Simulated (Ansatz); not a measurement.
# FH2NSi···CH4: what the fields show

Input file:

```
crystal:
  periodic: [false, false, false]
  atoms:
    - { symbol: Si, position_ang: [-0.005448, 0.028829, -1.071894] }
    - { symbol: C, position_ang: [1.295031, -0.067673, 1.718289] }
    - { symbol: H, position_ang: [0.435697, -0.740357, 1.686405] }
    - { symbol: H, position_ang: [1.9301, -0.323591, 2.576116] }
    - { symbol: H, position_ang: [0.953576, 0.968856, 1.808266] }
    - { symbol: H, position_ang: [1.88437, -0.175472, 0.79358] }
    - { symbol: "N", position_ang: [-0.847939, 1.470465, -0.650641] }
    - { symbol: H, position_ang: [-1.664772, 1.522724, -0.049853] }
    - { symbol: H, position_ang: [-0.550742, 2.380855, -0.983578] }
    - { symbol: F, position_ang: [-0.971974, -1.041136, -0.293191] }
basis:
  gaussian: { orbitals: "6-31G*" }
hamiltonian:
  xc: b3lyp
  dispersion: d4
relax:
  f_tol: 0.03
  max_steps: 50
output:
  orbitals: {}
```

Command:

```sh
ansatz run input.yaml --threads 1 --pin off --max-ram 2048MiB --backend cpu --events-out ev --progress --plain --runs-dir out
```

The fields are those of the run's last geometry, not of the input's.

The calculation used Ansatz, RKS B3LYP-D4/6-31G*.

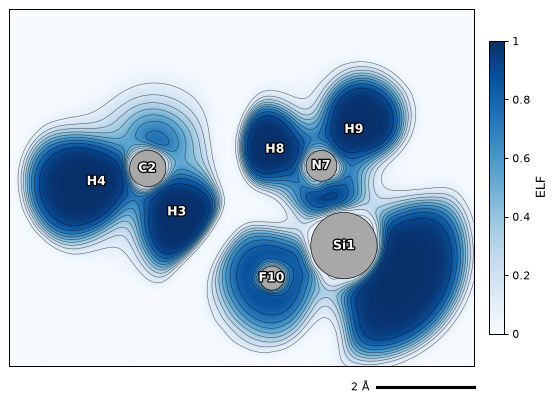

Figure 1. ELF on the plane of atoms Si1, N7 and H9. Grey discs cover the atomic cores.

**What do the fields say about this system?**

The section cuts through Si, C, H, N and F sites. F10···H3 (2.40 Å): the ELF dips to about 0 between them; a weak contact between the two molecules. Si–F (1.64 Å): the ELF peaks at about 0.80 in the valence shell of F, 0.6 Å from its nucleus, and is about 0.45 at the midpoint. Si–N (1.72 Å): the ELF peaks at about 0.90 between the atoms (a polar covalent bond). N–H (1.01 Å): the ELF climbs to about 1 towards the hydrogen, as it does in any bond to H (a covalent bond by its length). C–H (1.09 Å): the ELF climbs to about 1 towards the hydrogen; an ordinary covalent bond to hydrogen. The ELF also peaks beside F10 and Si1, away from the bonds: lone-pair regions.

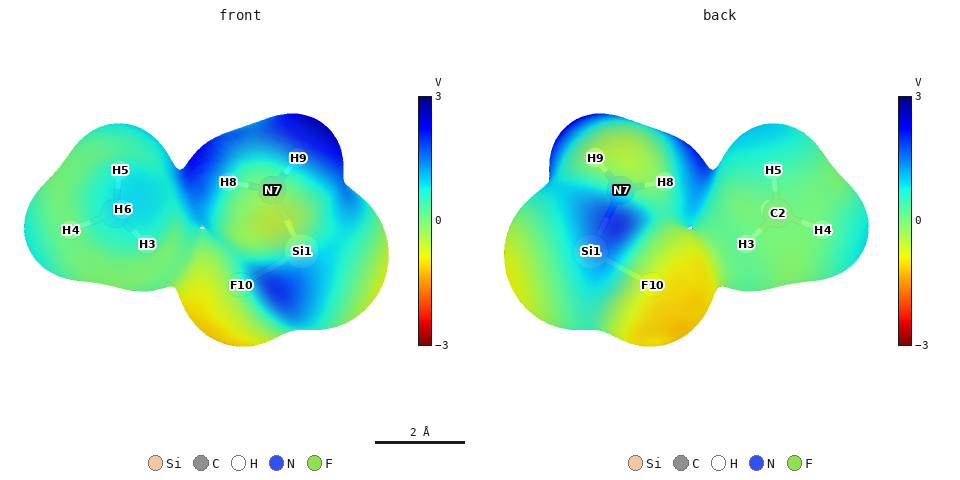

Figure 2. The molecular electrostatic potential painted on the density surface at 0.004 e/bohr³, seen from the front and from behind; the colour scale runs from red (negative) to blue (positive).

**Which sites attract a positive test charge, and which a negative one?**

A positive charge is drawn to the negative regions and a negative charge to the positive ones. The most negative region (about −1.2 V) lies over F10, the most positive (about +2.6 V) over H9.
